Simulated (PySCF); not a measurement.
**NOF (nitrosyl fluoride): CCSD(T)/def2-TZVPP**

What is the energy change on altering one bond length of NOF (nitrosyl fluoride) at CCSD(T)/def2-TZVPP? The job is set up through a Python script.

The calculation is run with PySCF 2.14.0.

5 further runs of the same task are left out: 5 set aside as unsound or not needed. Runs told in other sessions of the task aren't counted.

### Step 1. The structure to begin with

NOF: 3 atoms, total charge 0, spin state singlet. As SMILES, `O=NF`. The coordinates come from a GFN2-xTB relaxation.

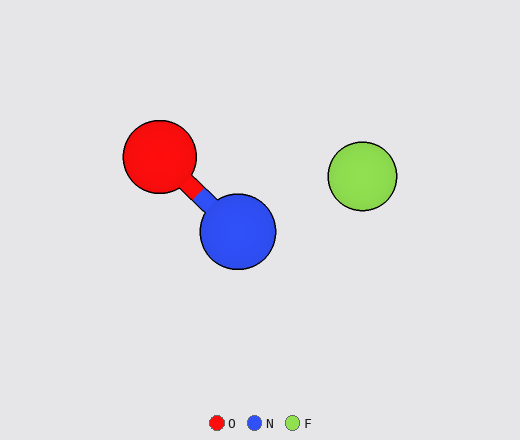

The structure, seen from a chosen angle (oxygen red, nitrogen blue, fluorine green).

### Step 2. The energy at CCSD(T)/def2-TZVPP

File start.xyz:

```xyz
3

O      0.881240     0.243070     0.511850
N      0.147270    -0.481640     0.029090
F     -1.028520     0.238580    -0.540950
```

File job.py:

```python
from pyscf import gto, cc

mol = gto.M(
    atom='start.xyz',
    max_memory=1860,
    spin=0,
    verbose=3,
    basis='def2-tzvpp',
)

mf = mol.RHF()
mf.conv_tol = 1e-10
mf.kernel()
if not mf.converged:
    mf = mf.newton().run(mf.mo_coeff, mf.mo_occ)

mycc = cc.CCSD(mf, frozen=3)
mycc.kernel()
e_t = mycc.ccsd_t()
energy = mycc.e_tot + e_t
print(f'total energy: {energy:.8f} hartree')
```

The run is started by

```
$ OMP_NUM_THREADS=1 python job.py
```

What it wrote:

```text
converged SCF energy = -228.718889509629
E(CCSD) = -229.4064229752391  E_corr = -0.6875334656103205
CCSD(T) correction = -0.0326230942543944
total energy: -229.43904607 hartree
```

Run time: 30 s. Hardware: 1 thread of Arm Neoverse V2, shared host; peak memory 0.52 GiB.

### Step 3. The distorted shape, same level

File input.py:

```python
from pyscf import gto, scf, cc

system = gto.M(
    atom=[
    ('O', (1.821834, -0.333083, 0.967863)),
    ('N', (1.087864, -1.057793, 0.485103)),
    ('F', (-1.028520, 0.238580, -0.540950)),
],
    max_memory=1860,
    basis='def2-tzvpp',
    verbose=3,
    spin=0,
)

calc0 = scf.RHF(system)
calc0.conv_tol = 1e-10
calc0.kernel()
if not calc0.converged:
    calc0 = calc0.newton().run(calc0.mo_coeff, calc0.mo_occ)

mycc = cc.CCSD(calc0, frozen=3)
mycc.kernel()
e_t = mycc.ccsd_t()
e_tot = mycc.e_tot + e_t
print(f'total energy: {e_tot:.8f} hartree')
```

The run is started by

```
$ OMP_NUM_THREADS=1 python input.py
```

What it wrote:

```text
converged SCF energy = -228.587829021541
E(CCSD) = -229.2971370970895  E_corr = -0.7093080755486865
CCSD(T) correction = -0.0694601043170787
total energy: -229.36659720 hartree
```

It took 50 s on 1 thread of Arm Neoverse V2, shared host; peak memory 0.5 GiB.

### Step 4. What came out

Level: CCSD(T)/def2-TZVPP, 3 core orbitals frozen.

| quantity | value |
| --- | --- |
| first shape: total energy | -229.43905 Eh |
| first shape: dipole moment (Hartree–Fock density) | 1.64 D |
| first shape: HOMO energy (Hartree–Fock orbitals) | -14.04 eV |
| first shape: LUMO energy (Hartree–Fock orbitals) | 1.47 eV |
| first shape: HOMO–LUMO gap (Hartree–Fock orbitals) | 15.51 eV |
| first shape: correlation energy (3 core orbitals frozen) | -720.2 mEh |
| first shape: (T) correction | -32.62 mEh |
| first shape: T1 diagnostic | 0.021 |
| distorted shape: total energy | -229.36660 Eh |
| distorted shape: dipole moment (Hartree–Fock density) | 10.25 D |
| distorted shape: HOMO energy (Hartree–Fock orbitals) | -10.30 eV |
| distorted shape: LUMO energy (Hartree–Fock orbitals) | -2.61 eV |
| distorted shape: HOMO–LUMO gap (Hartree–Fock orbitals) | 7.68 eV |
| distorted shape: correlation energy (3 core orbitals frozen) | -778.8 mEh |
| distorted shape: (T) correction | -69.46 mEh |
| distorted shape: T1 diagnostic | 0.086 |
| energy change with the N2–F3 bond stretched from 1.492 to 2.686 Å | 1.971 eV |

One bond (distorted shape) is far stretched, which a spin-restricted single reference describes badly; perturbation theory on it can break down and give far too much correlation. With the N2–F3 bond stretched from 1.492 to 2.686 Å the energy rises by 1.97 eV (45 kcal/mol). The first shape isn't relaxed at this level, so the change isn't measured from a minimum. A restricted reference can't describe the breaking bond well at this length. The T1 diagnostic (first shape) of 0.021 is above the customary mark for such species, so a single reference may not serve. The triples (first shape) make up 4.5 % of the correlation energy. The T1 diagnostic (distorted shape) of 0.086 is above the customary mark for such species, so a single reference may not serve. Mulliken charges (distorted shape) of the mean-field density run from -0.77 on F3 to +0.67 on N2.
